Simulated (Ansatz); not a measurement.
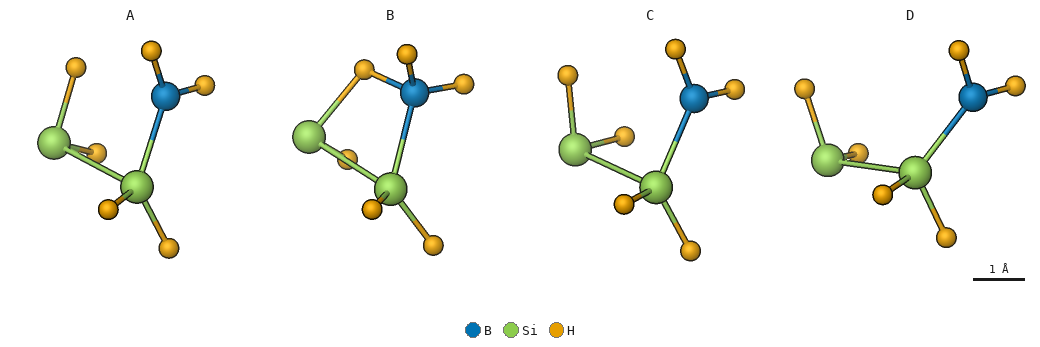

4 geometries from one relaxation of BSi$_{2}$H$_{6}$ (charge −1), in shuffled order. The picture is a ball-and-stick view, seen from a free direction.

The run prepares the start of a later molecular dynamics calculation, from a guessed geometry.

The calculation used RKS PBE/def2-SVP in Ansatz. (no spin polarisation; force threshold 0.02 eV/Å; at most 40 steps)

Question: Order the frames from highest to lowest energy.

Answer: D, C, A, B. They are steps 0, 4, 10, 18, at +0.881 eV, +0.433 eV, +0.361 eV relative to the last. After 16 accepted moves (18 points after the start) the energy has fallen by 0.881 eV. Largest force component: 1.1 eV/Å at the start, 0.011 eV/Å at the end. The line search rejected the trial steps at points 6, 14 of the run. The largest move after the best rigid fit is that of an H atom, 1.65 Å. Largest moves by element: H 1.65 Å, B 0.89 Å, Si 0.51 Å. Some distances before and after: B–H 3.662 → 1.362 Å, B–Si 3.526 → 2.467 Å, H–Si 1.505 → 1.741 Å, B–Si 1.898 → 2.017 Å. New bonds form: B–H (3.66 → 1.36 Å). Among the angles between lasting bonds that change: B–Si–Si 114.9° → 68.3°, Si–Si–H 106.7° → 81.7°, Si–Si–H 103.0° → 120.2°.

Limits of the set-up: the basis has no diffuse functions, which an anion needs.
